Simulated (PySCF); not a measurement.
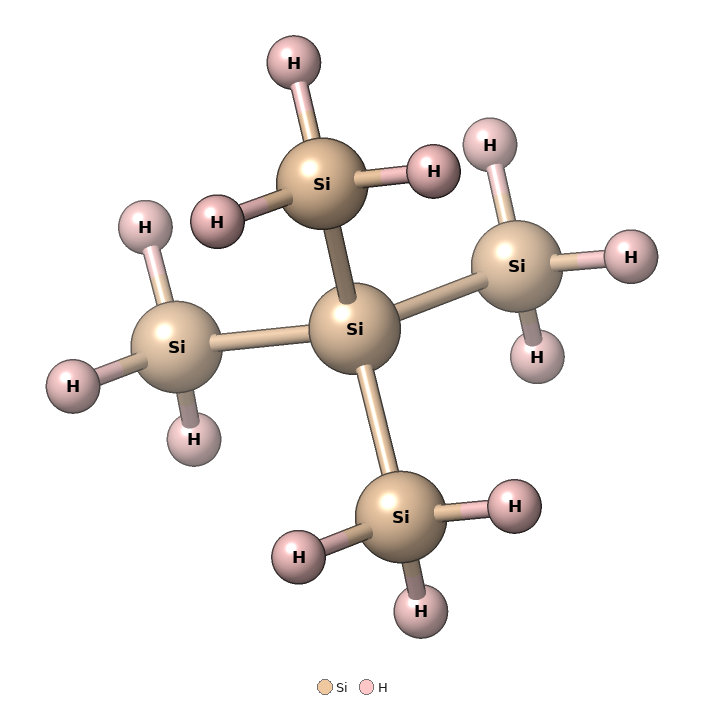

Orthographic view. Distant atoms are faded towards the background colour. The geometry was computed by an optimisation with PBE0-D3(BJ)/def2-SVP. No frequency run is at hand to confirm it as a minimum.

### Give the standard InChI.

InChI=1S/H12Si5/c1-5(2,3)4/h1-4H3
